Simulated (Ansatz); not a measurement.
Input

```
crystal:
  periodic: [false, false, false]
  atoms:
    - { symbol: B, position_ang: [0.0, 0.0, 0.0] }
    - { symbol: H, position_ang: [0.0, 0.0, 1.54] }
    - { symbol: Cl, position_ang: [1.6108, 0.0, -0.93] }
    - { symbol: F, position_ang: [-1.1431, 0.0, -0.66] }
    - { symbol: O, position_ang: [0.3597, -1.5824, 0.5392] }
    - { symbol: Al, position_ang: [-0.5035, -3.0545, 0.0327] }
    - { symbol: H, position_ang: [0.2998, -4.3239, -0.3878] }
    - { symbol: H, position_ang: [-2.0631, -3.0751, 0.0093] }
    - { symbol: H, position_ang: [0.1909, -0.8399, 1.537] }
basis:
  gaussian: { orbitals: "6-31G*" }
hamiltonian:
  xc: pbe0
  dispersion: d4
relax:
  f_tol: 0.15
  max_steps: 25
  restrain:
    - { distance: [0, 4], at: 1.41, k: 30.0 }
    - { distance: [8, 1], at: 0.66, k: 30.0 }
    - { distance: [0, 1], at: 2.39, k: 30.0 }
    - { distance: [8, 4], at: 2.21, k: 30.0 }
output:
  orbitals: {}
```

Run with:

```sh
ansatz run input.yaml --threads 2 --pin off --max-ram 3072MiB --backend cpu --events-out ev --progress --plain --runs-dir out
```

The fields are those of the run's last geometry, not of the input's.

Not at a stationary point (largest force 1.6 eV/Å).

Theory: RKS PBE0-D4/6-31G* (Ansatz 0.2.0).

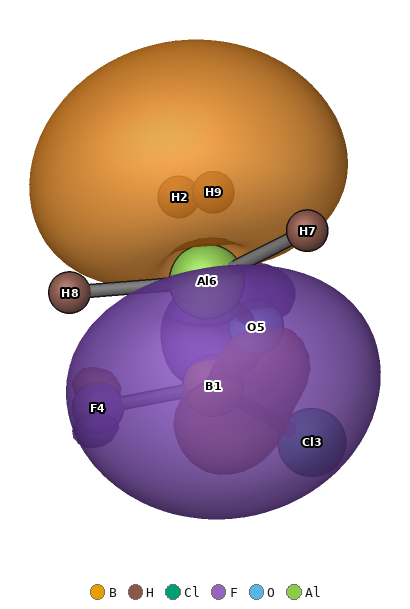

AlBClFH₂O···H₂. The LUMO at ±0.08 Å⁻³ᐟ² (orange and purple are the two phases), seen at an oblique angle.

What is the character of this orbital?

It lies mainly on Al6 (about 75 %). Its energy is −1.63 eV.
